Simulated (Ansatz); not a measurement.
# AlSnSiH7 (SMILES [SiH3][AlH][SnH3]): HF/def2-SVP (core potential)

Aim: the energy change on altering one bond length of AlSnSiH7 at HF/def2-SVP (core potential), from 2 runs. 

The results are computed with Ansatz 0.2.0.

44 further runs of the same task are left out: 44 set aside as unsound or not needed.

**1. The structure to begin with**

The species is AlSnSiH7 (10 atoms), meant as a singlet with charge 0. As SMILES, `[SiH3][AlH][SnH3]`. The coordinates come from a PBE0-D4/def2-TZVP relaxation.

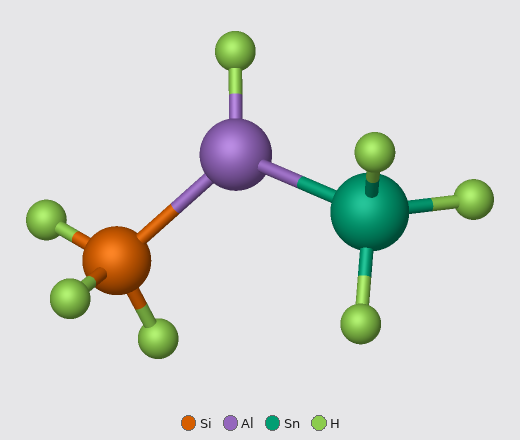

Viewed from a chosen angle; silicon orange, aluminium purple, tin teal, hydrogen green.

**2. The energy at HF/def2-SVP (core potential)**

Contents of in.yaml:

```yaml
basis:
  gaussian: {orbitals: def2-SVP}
crystal:
  periodic: [false, false, false]
  atoms:
    - symbol: Si
      position_ang: [-1.727600, 1.016900, -0.987400]
    - symbol: Al
      position_ang: [0.630900, 0.366100, -0.771800]
    - symbol: Sn
      position_ang: [1.403800, -1.143700, 1.279600]
    - symbol: H
      position_ang: [-2.584500, -0.202700, -1.056000]
    - symbol: H
      position_ang: [-2.025800, 1.852500, -2.183800]
    - symbol: H
      position_ang: [-2.154500, 1.780100, 0.221500]
    - symbol: H
      position_ang: [1.723200, 0.824500, -1.833100]
    - symbol: H
      position_ang: [2.608000, -0.374300, 2.224600]
    - symbol: H
      position_ang: [0.128400, -1.541500, 2.349800]
    - symbol: H
      position_ang: [2.081400, -2.629000, 0.759800]
hamiltonian: {xc: hf}
accuracy: high
output: {orbitals: {seedname: orbitals}}
```

Started as:

```bash
$ ansatz run in.yaml --threads 1 --pin off --max-ram 3480MiB --events-out events.jsonl --progress --plain --runs-dir runs
```

The program printed:

```text
Warning: RAYON_NUM_THREADS=1 ignored (pool sized by the plan → 1); use --threads N
Functional definition: HF
  name "HF"
  exchange = exact_x
  correlation = 0
2236 factors; integrals over basis functions are off by at most 3.6e-8 eV
mean field evaluation 1: about -20354.5350 eV, gradient 1.4e1 eV
mean field evaluation 2: about -20354.5969 eV, gradient 1.4e1 eV
mean field evaluation 4: about -20355.9083 eV, gradient 1.0e0 eV
mean field evaluation 8: about -20355.9145 eV, gradient 8.3e-4 eV
mean field -20355.91454561 eV, -748.0660618168 hartree, gradient 4.0e-8 eV, S^2 0.000000; 0 other end points of the search recorded, 0 dependent functions left out
reference -20355.91454561 eV, -748.0660618168 hartree; 28, 28 occupied and 69, 69 virtual orbitals, 2236 factors
Total energy: -20355.91454561 eV, -748.0660618168 hartree
```

Wall time 4.8 s (1 thread of Intel Xeon Platinum 8259CL at 2.50GHz (Skylake/Cascade Lake), shared host); peak memory 0.32 GiB.

**3. The distorted shape, same level**

Contents of job.yaml:

```yaml
crystal:
  periodic: [false, false, false]
  atoms:
    - symbol: Si
      position_ang: [-2.269693, 2.205168, -0.571550]
    - symbol: Al
      position_ang: [0.088807, 1.554368, -0.355950]
    - symbol: Sn
      position_ang: [0.861707, 0.044568, 1.695450]
    - symbol: H
      position_ang: [-3.126593, 0.985568, -0.640150]
    - symbol: H
      position_ang: [-2.567893, 3.040768, -1.767950]
    - symbol: H
      position_ang: [-2.696593, 2.968368, 0.637350]
    - symbol: H
      position_ang: [1.181107, 2.012768, -1.417250]
    - symbol: H
      position_ang: [2.065907, 0.813968, 2.640450]
    - symbol: H
      position_ang: [-0.413693, -0.353232, 2.765650]
    - symbol: H
      position_ang: [2.081400, -2.629000, 0.759800]
basis:
  gaussian:
    orbitals: def2-SVP
total_charge: 0
hamiltonian:
  xc: hf
accuracy: high
output: {orbitals: {seedname: orbitals}}
```

Started as:

```bash
$ ansatz run job.yaml --threads 1 --pin off --max-ram 3480MiB --events-out events.jsonl --progress --plain --runs-dir runs
```

The program printed:

```text
Warning: RAYON_NUM_THREADS=1 ignored (pool sized by the plan → 1); use --threads N
[... 4 set-up lines as earlier in the session ...]
2198 factors; integrals over basis functions are off by at most 9.3e-9 eV
mean field evaluation 1: about -20350.6946 eV, gradient 1.6e1 eV
mean field evaluation 2: about -20350.7521 eV, gradient 1.6e1 eV
mean field evaluation 4: about -20352.4727 eV, gradient 2.3e0 eV
mean field evaluation 8: about -20352.5051 eV, gradient 1.3e-1 eV
mean field evaluation 16: about -20352.5054 eV, gradient 2.3e-8 eV
mean field evaluation 32: about -20345.3168 eV, gradient 1.8e1 eV
mean field -20352.50536904 eV, -747.9407768887 hartree, gradient 2.3e-8 eV, S^2 0.000000; 0 other end points of the search recorded, 0 dependent functions left out
reference -20352.50536904 eV, -747.9407768887 hartree; 28, 28 occupied and 69, 69 virtual orbitals, 2198 factors
Total energy: -20352.50536904 eV, -747.9407768887 hartree
```

It took 5.7 s on 1 thread of Intel Xeon Platinum 8259CL at 2.50GHz (Skylake/Cascade Lake), shared host; peak memory 0.32 GiB.

**4. Outcome**

Level: HF/def2-SVP (core potential).

```
                                                           quantity          value
                                          first shape: total energy  -748.06606 Eh
                                           first shape: HOMO energy       -9.37 eV
                                           first shape: LUMO energy        0.24 eV
                                         first shape: HOMO–LUMO gap        9.61 eV
                                      distorted shape: total energy  -747.94078 Eh
                                       distorted shape: HOMO energy       -8.04 eV
                                       distorted shape: LUMO energy       -0.82 eV
                                     distorted shape: HOMO–LUMO gap        7.22 eV
energy change with the Sn3–H10 bond stretched from 1.713 to 3.084 Å       3.409 eV
```

What this shows: One bond (distorted shape) is far stretched, which a spin-restricted single reference describes badly; a broken-symmetry solution may lie lower. With the Sn3–H10 bond stretched from 1.713 to 3.084 Å the energy rises by 3.41 eV (79 kcal/mol). The first shape isn't relaxed at this level, so the change isn't measured from a minimum. A restricted reference can't describe the breaking bond well at this length.
